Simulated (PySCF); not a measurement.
C$_{2}$HF$_{2}$O, charge +1, SMILES `[O+]#CC(F)F`.

PySCF calculation, B3LYP/def2-SVPD, gas phase; geometry: GFN2-xTB. No frequency check shows the geometry to be a minimum.

Input

```python
import numpy as np
from pyscf import gto, scf, dft
from pyscf.scf import atom_ks, atom_hf
from scipy.linalg import block_diag

def solve(mol, dm0=None, hcore=None):
    mf = (dft.UKS if mol.spin else dft.RKS)(mol, xc='b3lyp')
    mf.grids.level = 3
    mf = mf.density_fit(auxbasis='def2-universal-jkfit')
    mf.conv_tol, mf.max_cycle = 1e-8, 80
    if hcore is not None:
        mf.get_hcore = lambda *args: hcore
    mf.kernel(dm0)
    if not mf.converged:
        mf = mf.newton().run(mf.mo_coeff, mf.mo_occ, max_cycle=30)
    assert mf.converged, 'SCF not converged'
    return mf

mol = gto.M(atom='''
O     -2.05699     0.00004     0.10190
C     -0.96858     0.00012    -0.06725
C      0.49216     0.00009    -0.34714
F      1.03746     1.09281     0.17419
F      1.03718    -1.09301     0.17410
H      0.64267     0.00022    -1.46338
''', basis='def2-svpd', charge=1, spin=0, verbose=4)
mf = solve(mol)
out = dict(e0=mf.e_tot, dm0=mf.make_rdm1(), c=mf.mo_coeff, occ=mf.mo_occ, eps=mf.mo_energy)
for name, dq, spin in [('cation', 1, 1), ('anion', -1, 1)]:
    ion = mol.copy().set(charge=mol.charge + dq, spin=spin).build()
    mi = solve(ion)
    if spin and dq > 0 and mol.nao < 130:
        c, _, stable, _ = mi.stability(return_status=True)
        if not stable:
            mi = solve(ion, mi.make_rdm1(c, mi.mo_occ))
    print(name, 'vertical energy change / eV', (mi.e_tot - mf.e_tot) * 27.211386)
    out.update({'e_' + name: mi.e_tot, 'dm_' + name: mi.make_rdm1(), 's2_' + name: mi.spin_square()[0], 'eps_' + name: mi.mo_energy, 'occ_' + name: mi.mo_occ})
# spherically averaged free atoms, for the promolecule
atm = atom_ks.get_atm_nrks(mol, xc='b3lyp')
pro = block_diag(*[(atm[a[0]][2] * atm[a[0]][3]) @ atm[a[0]][2].T for a in mol._atom])
np.savez('result.npz', pro=pro, **out)
```

Run with:

```sh
OMP_NUM_THREADS=1 python input.py
```

The run took 2.8 min on 1 thread of Arm Neoverse V1, on a shared host, peak memory 0.55 GiB.

Partitions, critical points and surface values were worked out afterwards from this run's density.

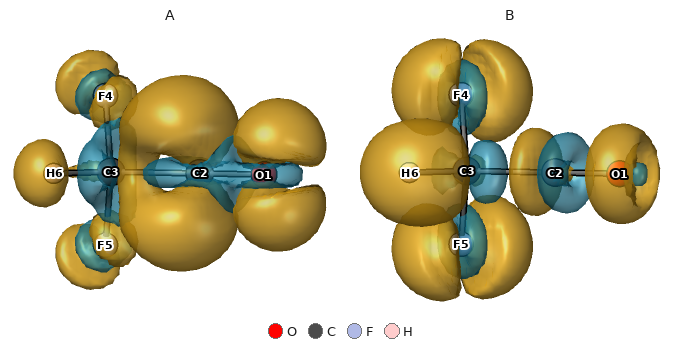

The two Fukui functions at ±0.03 e/Å³ (yellow positive, teal negative).

Which panel is f⁻ (electron removed) and which f⁺ (electron added)?

A is f⁺, B is f⁻. f⁻ (Hirshfeld-condensed) is largest on F4 and F5 (0.26 each) and H6 (0.16); the vertical ionisation energy is 20.73 eV. f⁺ (Hirshfeld-condensed) is largest on C2 (0.34) and O1 (0.29); the vertical electron affinity is 7.25 eV (the stability of the neutral species's solution wasn't checked).

What chemical potential and hardness follow from the two energies?

μ = −(I + A)/2 = −13.99 eV and η = I − A = 13.49 eV.
